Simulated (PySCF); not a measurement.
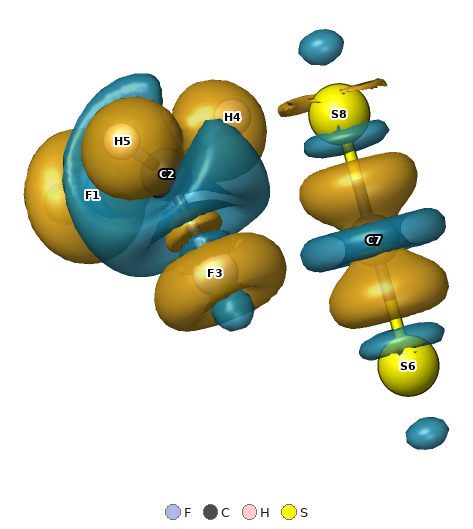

C2H2F2S2, SMILES `FCF.S=C=S`. Deformation density (molecule less spherical, spin-averaged free atoms at the same positions), surfaces at ±0.05 e/Å³; yellow: gain, teal: loss.

PySCF calculation, PBE/6-311+G**, gas phase; geometry: GFN2-xTB. The pair's geometry is semi-empirical, so its contact may be too short or too long. GFN2-xTB bond lengths at metals and heavier atoms can be off by up to 0.1 Å and shapes distorted, which carries into these values.

> How much density has each bond gained at its critical point, relative to the free atoms?

C2–H5: +0.79 e/Å³ at the bond critical point (bond length 1.10 Å). C2–H4: +0.79 e/Å³ at the bond critical point (bond length 1.10 Å). S6–C7: +0.10 e/Å³ at the bond critical point (bond length 1.55 Å); up to 0.6 Å beside the axis the gain reaches +0.50 e/Å³. C7–S8: +0.10 e/Å³ at the bond critical point (bond length 1.55 Å); up to 0.6 Å beside the axis the gain reaches +0.49 e/Å³. F1–C2: 0.00 e/Å³ at the bond critical point (bond length 1.34 Å); up to 0.6 Å beside the axis the gain reaches +0.25 e/Å³. C2–F3: −0.01 e/Å³ at the bond critical point (bond length 1.35 Å); up to 0.6 Å beside the axis the gain reaches +0.25 e/Å³. In all, 1.6 electrons gather in the regions of gain relative to the promolecule. A small or negative value marks a very polar bond, one between electron-rich atoms, whose free-atom densities already overlap strongly, a long bond to a heavier atom, or a closed-shell contact such as a hydrogen bond.
